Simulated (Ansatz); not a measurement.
# A computed series for Si: pressure series

Take Si in the diamond structure (space group Fd-3m, No. 227) as the base.

Si is taken in the cubic space group Fd-3m, origin choice 1 (No. 227), the diamond structure, Pearson symbol cF8. Lattice parameters: a = 5.4703 Å, b = 5.4703 Å, c = 5.4703 Å, α = 90.00°, β = 90.00°, γ = 90.00°. Si on 8a has 4 Si at 2.369 Å (tetrahedral). (Neighbours: up to the widest gap in distance over summed covalent radii, below 1.35, at either atom.)
(The calculation used a cell of 2 atoms; values per cell refer to that cell.)

Cell and atoms are relaxed at each pressure.

All numbers come from PBE (Ansatz, a first-principles code; PAW; 420 eV plane waves; no SOC).

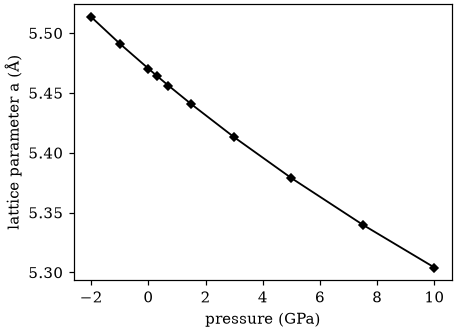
Figure. Lattice parameter a against pressure

Problem. From the plot, what is the lattice parameter a for pressure −2 GPa?

Solution. About 5.51 Å.

Problem. Is the trend monotonic over the range shown?

Solution. Yes, it falls throughout, spanning 530.4 pm to 551.3 pm.

Load acts through the strain it causes; cell and atoms are relaxed under it. No phonon test of stability was made. Tetrahedral semiconductors of this kind turn to denser phases somewhere between about 1 and 50 GPa; those were not computed, so compressed cells here can lie past the real transition.
